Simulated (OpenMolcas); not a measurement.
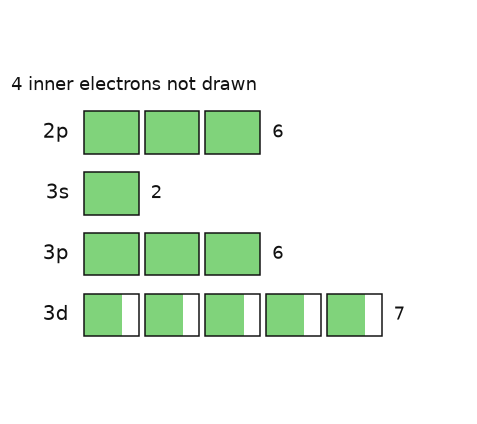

**Figure 1.** The outer shells of the leading configuration of the lowest level: a box for each of the 2l + 1 orbitals, shaded by the share of the shell that is filled, with the electron count at the right.

Co²⁺ complex: multiconfigurational calculation

Co²⁺ with 6 ligands (F; octahedron, 2.19 Å), neutralised by 6 outer point charges of +0.67 e, whose field is part of the energies. Computed at this level: state-averaged SS-CASPT2, IPEA shift 0.25, imaginary shift 0.1 hartree, closed shells 3s 3p of the metal and the valence shells of the ligands correlated, active space 7 electrons in the shell 3d, basis ANO-RCC-VDZP on the metal and ANO-RCC-VDZP on the ligands, DKH2 scalar Hamiltonian, spin-orbit coupling by RASSI with atomic mean-field integrals (OpenMolcas).

## Input
```
&GATEWAY
Coord
7

Co 0.0 0.0 0.0
F 2.190000 0.000000 0.000000
F 0.000000 2.190000 0.000000
F -2.190000 0.000000 0.000000
F 0.000000 -2.190000 0.000000
F 0.000000 0.000000 2.190000
F 0.000000 0.000000 -2.190000
Basis=Co.ANO-RCC-VDZP,F.ANO-RCC-VDZP
Group=XYZ
NoMove
AngMom=0.0 0.0 0.0
AMFI
RICD
XField
3 Angstrom 0
4.990000 0.000000 0.000000 0.666667
0.000000 4.990000 0.000000 0.666667
0.000000 0.000000 4.990000 0.666667
&SEWARD
&RASSCF
FileOrb=start.orb
Symmetry=1
Spin=4
nActEl=7 0 0
Inactive=18 21
Ras2=5 0
CIRoot=10 10 1
SDav=10
CIMx=300
Iter=150 100
PrWF=0.3
OrbListing=Nothing
MaxOrb=0
LevShft=1.0
>>> COPY $Project.JobIph JOB001
&RASSCF
FileOrb=start.orb
Symmetry=1
Spin=2
nActEl=7 0 0
Inactive=18 21
Ras2=5 0
CIRoot=40 40 1
SDav=40
CIMx=300
Iter=150 100
PrWF=0.3
OrbListing=Nothing
MaxOrb=0
LevShft=1.0
>>> COPY $Project.JobIph JOB002
&RASSI
NrOfJobIphs=2 10 40
1 2 3 4 5 6 7 8 9 10
1 2 3 4 5 6 7 8 9 10 11 12 13 14 15 16 17 18 19 20 21 22 23 24 25 26 27
28 29 30 31 32 33 34 35 36 37 38 39 40
IphNames
JOB001
JOB002
EJob
SpinOrbit
DIPRint=1.0
SOCoupling=1000.0
Subsets=2
Property=9
'ANGMOM' 1 'ANGMOM' 2 'ANGMOM' 3 'MLTPL  1' 1 'MLTPL  1' 2 'MLTPL  1' 3
'AMFI' 1 'AMFI' 2 'AMFI' 3
SOProperty=3
'ANGMOM' 1 'ANGMOM' 2 'ANGMOM' 3
>>> COPY JOB001 $Project.JobIph
&CASPT2
Multistate=10 1 2 3 4 5 6 7 8 9 10
NoMult
Frozen=5 6
IPEA=0.25
Imaginary=0.1
MaxIter=60
WThr=0.0 0.3 0.05
PrWF=0.5
NoMix
>>> COPY JOB002 $Project.JobIph
&CASPT2
Multistate=40 1 2 3 4 5 6 7 8 9 10 11 12 13 14 15 16 17 18 19 20 21 22
23 24 25 26 27 28 29 30 31 32 33 34 35 36 37 38 39 40
NoMult
Frozen=5 6
IPEA=0.25
Imaginary=0.1
MaxIter=60
WThr=0.0 0.3 0.05
PrWF=0.5
NoMix
```

The file start.orb holds starting orbitals from an earlier step. A driver script formed the levels outside the program, from RASSI's spin-orbit matrix and the CASPT2 energies (for multi-state variants, the effective Hamiltonian), averaged over the components of each term or state. The log and the time are those of the CASPT2 step.

Hardware: 1 thread of Arm Neoverse V1, 24 GiB of memory available, shared host.

Run as:
```bash
OMP_NUM_THREADS=1 MOLCAS_MEM=2457 MOLCAS_PROJECT=a pymolcas a.inp > a.log  # once for each step of the input, in one work folder
```

## The program's output (extracts)
```
--- CASPT2 ---
Orbital specifications:
      -----------------------

      Symmetry species                           1   2
                                                ag  au
      Frozen orbitals                            5   6
      Inactive orbitals                         13  15
      Active orbitals                            5   0
      Secondary orbitals                        34  40
      Deleted orbitals                           0   0
      Number of basis functions                 57  61
Type of calculation                        SS-CASPT2
      Fock operator                              state-specific
      IPEA shift                                 0.25
      Real shift                                 0.00
      Imaginary shift                            0.10
      The input orbitals will be transformed to quasi-canonical
Reference energy:       -1990.4436254303
      E2 (Non-variational):      -1.7375878880
      Shift correction:          -0.0012377098
      E2 (Variational):          -1.7388255978
      Total energy:           -1992.1824510281
      Residual norm:              0.0000004092
      Reference weight:           0.70746
      Contributions to the CASPT2 correlation energy
      Active & Virtual Only:         -0.1677978359
      One Inactive Excited:          -0.2051412291
      Two Inactive Excited:          -1.3646488230
Reference energy:       -1990.4436254303
      E2 (Non-variational):      -1.7375739903
      Shift correction:          -0.0012371657
      E2 (Variational):          -1.7388111560
      Total energy:           -1992.1824365863
      Residual norm:              0.0000003977
      Reference weight:           0.70747
      Contributions to the CASPT2 correlation energy
      Active & Virtual Only:         -0.1677769395
      One Inactive Excited:          -0.2051501612
      Two Inactive Excited:          -1.3646468896
::    CASPT2 Root  1     Total energy:  -1992.18245103
::    CASPT2 Root  2     Total energy:  -1992.18243659
::    CASPT2 Root  3     Total energy:  -1992.18244032
::    CASPT2 Root  4     Total energy:  -1992.15991702
::    CASPT2 Root  5     Total energy:  -1992.15991267
::    CASPT2 Root  6     Total energy:  -1992.15991611
::    CASPT2 Root  7     Total energy:  -1992.13595844
::    CASPT2 Root  8     Total energy:  -1992.09452001
::    CASPT2 Root  9     Total energy:  -1992.09451635
::    CASPT2 Root 10     Total energy:  -1992.09451727
--- CASPT2 ---
Orbital specifications:
      -----------------------

      Symmetry species                           1   2
                                                ag  au
      Frozen orbitals                            5   6
      Inactive orbitals                         13  15
      Active orbitals                            5   0
      Secondary orbitals                        34  40
      Deleted orbitals                           0   0
      Number of basis functions                 57  61
Type of calculation                        SS-CASPT2
      Fock operator                              state-specific
      IPEA shift                                 0.25
      Real shift                                 0.00
      Imaginary shift                            0.10
      The input orbitals will be transformed to quasi-canonical
Reference energy:       -1990.3628317593
      E2 (Non-variational):      -1.7475825558
      Shift correction:          -0.0012738514
      E2 (Variational):          -1.7488564072
      Total energy:           -1992.1116881665
      Residual norm:              0.0000005542
      Reference weight:           0.70595
      Contributions to the CASPT2 correlation energy
      Active & Virtual Only:         -0.1693603043
      One Inactive Excited:          -0.2091268941
      Two Inactive Excited:          -1.3690953574
Reference energy:       -1990.3628317589
      E2 (Non-variational):      -1.7476599640
      Shift correction:          -0.0012742535
      E2 (Variational):          -1.7489342175
      Total energy:           -1992.1117659764
      Residual norm:              0.0000005675
      Reference weight:           0.70593
      Contributions to the CASPT2 correlation energy
      Active & Virtual Only:         -0.1693660681
      One Inactive Excited:          -0.2091974142
      Two Inactive Excited:          -1.3690964817
::    CASPT2 Root  1     Total energy:  -1992.11168817
::    CASPT2 Root  2     Total energy:  -1992.11176598
::    CASPT2 Root  3     Total energy:  -1992.10230089
::    CASPT2 Root  4     Total energy:  -1992.10230065
::    CASPT2 Root  5     Total energy:  -1992.10230007
::    CASPT2 Root  6     Total energy:  -1992.10173304
::    CASPT2 Root  7     Total energy:  -1992.10174446
::    CASPT2 Root  8     Total energy:  -1992.10174787
::    CASPT2 Root  9     Total energy:  -1992.09132487
::    CASPT2 Root 10     Total energy:  -1992.08641124
::    CASPT2 Root 11     Total energy:  -1992.08635737
::    CASPT2 Root 12     Total energy:  -1992.08640359
::    CASPT2 Root 13     Total energy:  -1992.06646728
::    CASPT2 Root 14     Total energy:  -1992.06649190
::    CASPT2 Root 15     Total energy:  -1992.06649508
::    CASPT2 Root 16     Total energy:  -1992.07109720
::    CASPT2 Root 17     Total energy:  -1992.07103749
::    CASPT2 Root 18     Total energy:  -1992.07103763
::    CASPT2 Root 19     Total energy:  -1992.05867287
::    CASPT2 Root 20     Total energy:  -1992.05905785
::    CASPT2 Root 21     Total energy:  -1992.04920369
::    CASPT2 Root 22     Total energy:  -1992.04924488
::    CASPT2 Root 23     Total energy:  -1992.04920201
::    CASPT2 Root 24     Total energy:  -1992.05645319
::    CASPT2 Root 25     Total energy:  -1992.05675584
::    CASPT2 Root 26     Total energy:  -1992.05343916
::    CASPT2 Root 27     Total energy:  -1992.05343721
::    CASPT2 Root 28     Total energy:  -1992.05343483
::    CASPT2 Root 29     Total energy:  -1992.00026316
::    CASPT2 Root 30     Total energy:  -1992.00026707
```

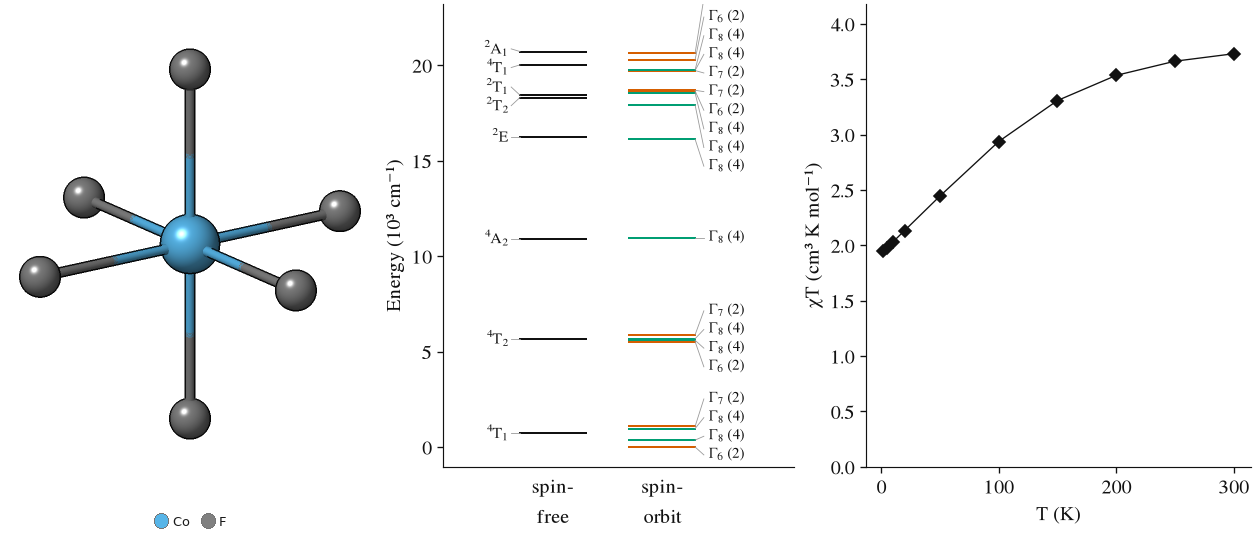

**Figure 2.** Co²⁺ (3d⁷) with 6 ligands, F⁻, at 2.19 Å (arrangement: octahedron, Oh), neutralised by outer point charges of +0.67 e, and its levels and susceptibility. Labels give the representation in O, Td, D4 or D3 as the site allows (double group for half-integer spin) where it could be assigned and, in brackets, the degeneracy; spin-free states, where drawn, share the zero of the spin-orbit levels. Powder susceptibility by Van Vleck's formula. The ground level is Γ₆, a Kramers doublet, 100 % from states of spin multiplicity 4. Its principal g values are 4.53, 4.53 and 4.53, isotropic. The next level lies at 362 cm⁻¹ (Γ₈). The lowest spin-free state is ⁴T₁, from the free-ion F term; of the same spin there follow at 4,940 cm⁻¹ (⁴T₂), 10,200 cm⁻¹ (⁴A₂) and 19,300 cm⁻¹ (⁴T₁) above it. χT is 1.95 cm³ K mol⁻¹ at 2 K and 3.73 at 300 K, an effective moment of 5.46 μB.

## Key numbers

- outcome: converged
- energy of the lowest spin-free term: −1992.18244 hartree
- energy of the lowest spin-orbit level: −1992.18571 hartree
- CASPT2 correlation energy: −1.7388 hartree
- largest spread among components of a term: 84.5 cm⁻¹
- lowest reference weight: 0.699
- wall time: 92 s
- peak memory: 0.18 GiB

## Remarks

The components of ²E, which symmetry makes degenerate, are split by 84 cm⁻¹ in CASPT2, and those of 1 more by over 50 cm⁻¹. This is an artefact; the levels of such states rest on averages and are uncertain by about as much. Limits: small active space favours high spin, ground spin may be wrong; with a single d shell and no ligand orbitals active, the ligand field and the g values of a late 3d ion can be well off; distances are set from ionic radii, not optimised.
